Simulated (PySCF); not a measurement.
Input file:

```
{"job": {"kind": "nmr", "xc": "PBE0", "basis": "pcSseg-1"}, "charge": 0, "multiplicity": 1}
C      1.811639     0.741815    -0.922141
C      1.856932     0.454320     0.369473
Si     0.465968    -0.384060     1.336462
Cl     1.283506    -1.987807     2.273472
Si    -1.289092    -1.040578    -0.052331
B     -2.246330     0.523656    -0.788512
Cl    -1.967083     1.108319    -2.384993
Cl    -3.349845     1.427734     0.182398
H      0.945892     0.516939    -1.526303
H      2.631861     1.214653    -1.440151
H      2.761137     0.699487     0.915805
H      0.081775     0.537771     2.415658
H     -2.207159    -1.894740     0.716607
H     -0.779879    -1.917982    -1.117610
```

Run with:

```sh
OMP_NUM_THREADS=1 python probes_run.py task.json out
```

Geometry: GFN2-xTB.

Method: PBE0/pcSseg-1, SCF density, gas phase, non-relativistic in PySCF 2.14.0.

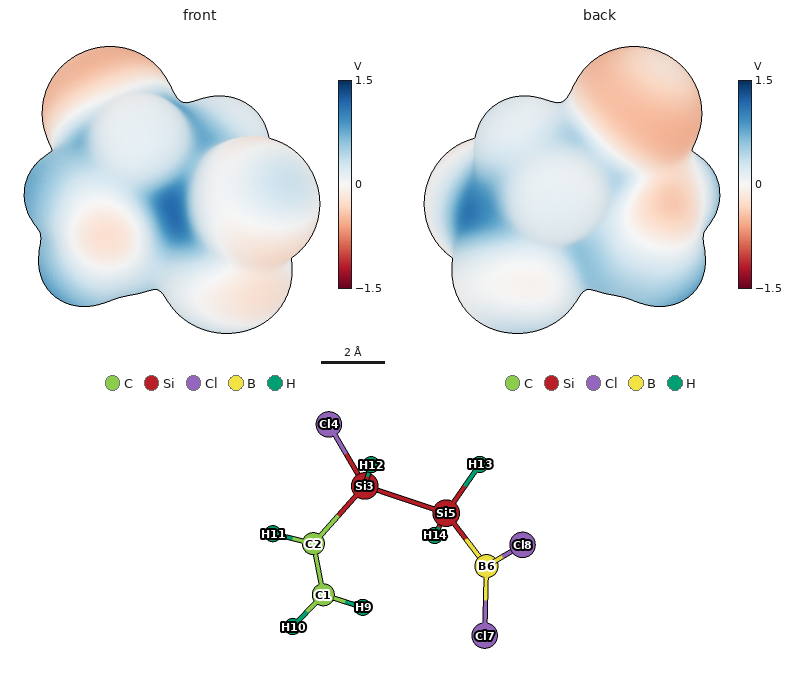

C2H6BCl3Si2. The electrostatic potential painted on the density surface at 0.001 e/bohr³, seen from the front and from behind; the colour scale runs from red (negative) to blue (positive). The bare structure is drawn below in the same view.

> Which sites attract a positive test charge, and which a negative one?

A positive charge is drawn to the negative regions and a negative charge to the positive ones. The most negative region (about −0.5 V, or −12 kcal/mol for a unit charge) lies over Cl4, the most positive (about +1.1 V, or +25 kcal/mol for a unit charge) over Si3 and B6.
